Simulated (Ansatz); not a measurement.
**BCl2F (dichlorofluoroborane): levels of theory compared**

Wanted: a comparison of 6 runs (B3LYP/STO-3G, PBE/STO-3G, UPBE/STO-3G, r2SCAN/STO-3G, RPA@PBE/STO-3G, BCCD(T)/STO-3G) of BCl2F (dichlorofluoroborane). 

The results are computed with Ansatz 0.2.0.

67 further runs of the same task are left out: 4 that didn't finish, 63 set aside as unsound or not needed.

### 1 The molecule

BCl2F: 4 atoms, total charge 0, spin state singlet. As SMILES, `FB(Cl)Cl`. The B2–F1 distance was set to 1.965 Å, away from the relaxed value.

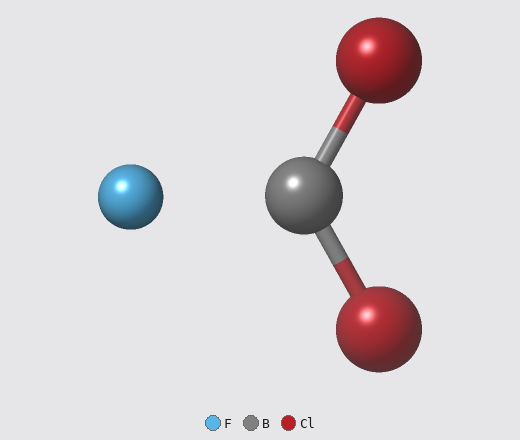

Viewed from a chosen angle; fluorine blue, boron grey, chlorine red.

### 2 A single-point energy at B3LYP/STO-3G (run 1)

File run.yaml:

```yaml
basis:
  gaussian:
    orbitals: STO-3G
crystal:
  periodic: [false, false, false]
  atoms:
    - {symbol: F, position_ang: [0.167598, -1.707650, -1.144748]}
    - {symbol: B, position_ang: [0.007910, -0.080610, -0.054040]}
    - {symbol: Cl, position_ang: [-1.549540, 0.373780, 0.571420]}
    - {symbol: Cl, position_ang: [1.427260, 0.872140, 0.263810]}
accuracy: high
hamiltonian:
  xc: {name: B3LYP}
```

Run with:

```console
$ ansatz run run.yaml --threads 1 --pin off --max-ram 3480MiB --events-out events.jsonl --progress --plain --runs-dir runs
```

The log of the run:

```text
Warning: RAYON_NUM_THREADS=1 ignored (pool sized by the plan → 1); use --threads N
Functional definition: B3LYP
  name "B3LYP"
  parameter a0 = 0.2
  parameter ax = 0.72
  parameter ac = 0.81
  exchange = (1 - a0 - ax)*slater_x + ax*b88_x + a0*exact_x
  correlation = (1 - ac)*vwn_rpa_c + ac*lyp_c
516 factors; integrals over basis functions are off by at most 2.9e-8 eV
mean field evaluation 1: about -28111.8873 eV, gradient 3.4e1 eV
mean field evaluation 2: about -28001.3983 eV, gradient 1.7e2 eV
mean field evaluation 4: about -28116.7125 eV, gradient 8.8e0 eV
mean field evaluation 8: about -28116.9942 eV, gradient 2.5e-1 eV
mean field evaluation 16: about -28116.9945 eV, gradient 1.4e-6 eV
mean field -28116.99448539 eV, -1033.2804889548 hartree, gradient 9.5e-9 eV, S^2 0.000000; 0 other end points of the search recorded, 0 dependent functions left out
reference -28116.99451085 eV, -1033.2804898904 hartree; 24, 24 occupied and 4, 4 virtual orbitals, 516 factors
Total energy: -28116.99451085 eV, -1033.2804898904 hartree
```

Run time: 1.6 s. Hardware: 1 thread of Arm Neoverse V1, shared host; peak memory 0.1 GiB.

### 3 The energy at PBE/STO-3G (run 2)

File in.yaml:

```yaml
basis:
  gaussian: {orbitals: STO-3G}
crystal:
  periodic: [false, false, false]
  atoms:
    - {symbol: F, position_ang: [0.167598, -1.707650, -1.144748]}
    - {symbol: B, position_ang: [0.007910, -0.080610, -0.054040]}
    - {symbol: Cl, position_ang: [-1.549540, 0.373780, 0.571420]}
    - {symbol: Cl, position_ang: [1.427260, 0.872140, 0.263810]}
total_charge: 0
accuracy: high
hamiltonian: {xc: pbe}
```

Run with:

```console
$ ansatz run in.yaml --threads 1 --pin off --max-ram 3480MiB --events-out events.jsonl --progress --plain --runs-dir runs
```

The log of the run:

```text
Warning: RAYON_NUM_THREADS=1 ignored (pool sized by the plan → 1); use --threads N
Functional definition: PBE
  name "PBE"
  parameter kappa = 0.804
  parameter beta = 0.06672455060314922
  exchange = pbe_x(kappa = kappa, mu = beta*pi^2/3)
  correlation = pbe_c(beta = beta)
516 factors; integrals over basis functions are off by at most 2.9e-8 eV
mean field evaluation 1: about -28099.7274 eV, gradient 2.9e1 eV
mean field evaluation 2: about -27979.3361 eV, gradient 1.7e2 eV
mean field evaluation 4: about -28101.7564 eV, gradient 2.1e1 eV
mean field evaluation 8: about -28103.1796 eV, gradient 1.7e-1 eV
mean field evaluation 16: about -28103.1798 eV, gradient 3.6e-7 eV
mean field -28103.17979467 eV, -1032.7728084345 hartree, gradient 1.2e-8 eV, S^2 0.000000; 0 other end points of the search recorded, 0 dependent functions left out
reference -28103.17979616 eV, -1032.7728084895 hartree; 24, 24 occupied and 4, 4 virtual orbitals, 516 factors
Total energy: -28103.17979616 eV, -1032.7728084895 hartree
```

It took 1.5 s on 1 thread of Arm Neoverse V1, shared host; peak memory 0.1 GiB.

Run 3 isn't shown in full; the table further down has it.

### 4 A single-point energy at r2SCAN/STO-3G (run 4)

File input.yaml:

```yaml
crystal:
  periodic: [false, false, false]
  atoms:
    - {symbol: F, position_ang: [0.167598, -1.707650, -1.144748]}
    - {symbol: B, position_ang: [0.007910, -0.080610, -0.054040]}
    - {symbol: Cl, position_ang: [-1.549540, 0.373780, 0.571420]}
    - {symbol: Cl, position_ang: [1.427260, 0.872140, 0.263810]}
basis:
  gaussian: {orbitals: STO-3G}
total_charge: 0
hamiltonian: {xc: r2scan}
accuracy: high
```

Run with:

```console
$ ansatz run input.yaml --threads 1 --pin off --max-ram 3480MiB --events-out events.jsonl --progress --plain --runs-dir runs
```

The log of the run:

```text
Warning: RAYON_NUM_THREADS=1 ignored (pool sized by the plan → 1); use --threads N
Functional definition: r2SCAN
  name "r2SCAN"
  parameter k0 = 0.174
  parameter k1 = 0.065
  parameter a1 = 4.9479
  exchange = r2scan_x(k0 = k0, k1 = k1, a1 = a1)
  correlation = r2scan_c
516 factors; integrals over basis functions are off by at most 2.9e-8 eV
mean field evaluation 1: about -28112.3258 eV, gradient 3.0e1 eV
mean field evaluation 2: about -27994.3955 eV, gradient 1.7e2 eV
mean field evaluation 4: about -28115.4309 eV, gradient 1.5e1 eV
mean field evaluation 8: about -28116.2351 eV, gradient 1.9e-1 eV
mean field evaluation 16: about -28116.2353 eV, gradient 2.5e-6 eV
mean field -28116.23530780 eV, -1033.2525896929 hartree, gradient 1.9e-8 eV, S^2 0.000000; 0 other end points of the search recorded, 0 dependent functions left out
reference -28116.23530805 eV, -1033.2525897019 hartree; 24, 24 occupied and 4, 4 virtual orbitals, 516 factors
Total energy: -28116.23530805 eV, -1033.2525897019 hartree
```

It took 3.9 s on 1 thread of Arm Neoverse V1, shared host; peak memory 0.15 GiB.

Run 5 isn't shown in full; the table further down has it.

### 5 A single-point energy at BCCD(T)/STO-3G (run 6)

File job.yaml:

```yaml
crystal:
  periodic: [false, false, false]
  atoms:
    - {symbol: F, position_ang: [0.167598, -1.707650, -1.144748]}
    - {symbol: B, position_ang: [0.007910, -0.080610, -0.054040]}
    - {symbol: Cl, position_ang: [-1.549540, 0.373780, 0.571420]}
    - {symbol: Cl, position_ang: [1.427260, 0.872140, 0.263810]}
basis:
  gaussian:
    orbitals: STO-3G
correlation:
  method: bccd_t
  frozen_orbitals: {B: 1, Cl: 5, F: 1}
accuracy: high
scf:
  omitted_lower_state_checks: [cluster_reference, increment]
```

Run with:

```console
$ ansatz run job.yaml --threads 1 --pin off --max-ram 3480MiB --events-out events.jsonl --progress --plain --runs-dir runs
```

The log of the run (excerpt; [...] marks lines left out):

```text
Warning: RAYON_NUM_THREADS=1 ignored (pool sized by the plan → 1); use --threads N
Functional definition: HF
  name "HF"
[...]
516 factors; integrals over basis functions are off by at most 2.9e-8 eV
[...]
mean field -28069.13236152 eV, -1031.5215883444 hartree, gradient 1.5e-8 eV, S^2 0.000000; 0 other end points of the search recorded, 0 dependent functions left out; unrestricted orbitals would lower it
12 core orbitals not correlated: weight in the atoms' cores, before any rotation towards them, 1.000 or more for the frozen orbitals, at most 0.000 for the correlated occupied ones
reference -28069.13236152 eV, -1031.5215883444 hartree; 12, 12 occupied and 4, 4 virtual orbitals, 516 factors
second order -2.66513730 eV of doubles, -0.00000000 eV of singles
cycle   1  -3.10939403 eV  change   -4.4e-1 eV  update   1.1e-1
[...]
cycle  24  -3.52887343 eV  change    1.0e-9 eV  update  6.4e-10
perturbative correction -0.19428008 eV, -0.0071396611 hartree
Total energy: -28072.85551502 eV, -1031.6584117123 hartree
Checks for a lower state left out: cluster_reference, increment
```

Run time: 0.4 s. Hardware: 1 thread of Arm Neoverse V1, shared host.

### 6 The series

| run | level | frozen core orbitals | energy (Eh) | wall time |
| --- | --- | --- | --- | --- |
| 1 | B3LYP/STO-3G | – | -1033.280490 | 1.6 s |
| 2 | PBE/STO-3G | – | -1032.772808 | 1.5 s |
| 3 | UPBE/STO-3G | – | -1032.772808 | 2.6 s |
| 4 | r2SCAN/STO-3G | – | -1033.252590 | 3.9 s |
| 5 | RPA@PBE/STO-3G | 12 | -1031.710781 | 2.5 s |
| 6 | BCCD(T)/STO-3G | 12 | -1031.658412 | 0.4 s |

### 7 Summary of results

| quantity | value |
| --- | --- |
| run 6: total energy | -1031.65841 Eh |
| run 6: correlation energy (12 core orbitals frozen) | -136.8 mEh |
| run 6: (T) correction | -7.14 mEh |

Totals of different functionals can't be ranked against each other. In run 6 the log says that unrestricted orbitals would lower the reference, so the values rest on an unstable closed-shell determinant (other closed-shell runs at this shape may share the fault). In runs 1, 2, 3, 4, 5, 6 the basis is minimal, so the values are rough. All runs together took 13 s, the longest 3.9 s.
